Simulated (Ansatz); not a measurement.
Input

```
crystal:
  periodic: [false, false, false]
  atoms:
    - {symbol: C, position_ang: [-1.477477, -1.510372, 0.928036]}
    - {symbol: O, position_ang: [-0.616720, -0.840231, 0.025365]}
    - {symbol: Si, position_ang: [0.243489, 0.499528, 0.322695]}
    - {symbol: Si, position_ang: [1.449828, 1.074723, -1.582829]}
    - {symbol: Cl, position_ang: [1.502263, 0.178249, 1.918668]}
    - {symbol: Cl, position_ang: [-1.017507, 2.026710, 0.881615]}
    - {symbol: H, position_ang: [-1.894953, -2.373255, 0.409585]}
    - {symbol: H, position_ang: [-0.926747, -1.853078, 1.808211]}
    - {symbol: H, position_ang: [-2.292491, -0.854958, 1.246844]}
    - {symbol: H, position_ang: [2.230158, 2.302485, -1.286697]}
    - {symbol: H, position_ang: [2.369537, -0.036466, -1.935731]}
    - {symbol: H, position_ang: [0.507819, 1.331563, -2.701661]}
basis:
  gaussian: {orbitals: def2-TZVPP}
hamiltonian: {xc: pbe0, dispersion: d4}
output: {orbitals: {seedname: orbitals}}
```

Run with:

```sh
ansatz run in.yaml --threads 2 --pin off --events-out ev --progress --plain --max-ram 32768MiB --backend cpu
```

Geometry: PBE0-D4/def2-TZVP.

All numbers below come from Ansatz, RKS PBE0-D4/def2-TZVPP.

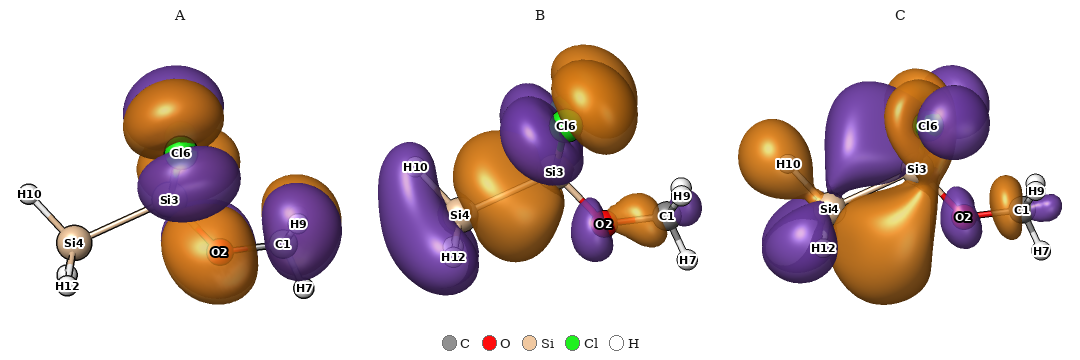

CH₆Cl₂OSi₂ (SMILES CO[Si]([SiH3])(Cl)Cl). Three frontier orbitals at ±0.06 Å⁻³ᐟ² (orange and purple are the two phases), in no order.

Order the three orbitals by energy and name them.

Answer. A is the HOMO−1 (−8.81 eV). By Hirshfeld shares it lies mainly on O2 (about 40 %), Cl5 (about 20 %), Cl6 (about 20 %) and C1 (about 10 %); largely a combination of lone pairs on O2, Cl5 and Cl6. B is the HOMO (−8.47 eV). Its weight (Hirshfeld) is mainly on Si4 (about 30 %), Si3 (about 20 %), Cl6 (about 20 %) and Cl5 (about 20 %). C is the LUMO (−0.20 eV). Its weight (Hirshfeld) is mainly on Si3 (about 30 %), Si4 (about 30 %), Cl6 (about 10 %) and Cl5 (about 10 %).

What is the HOMO–LUMO gap?

Answer. 8.27 eV between the orbital energies.
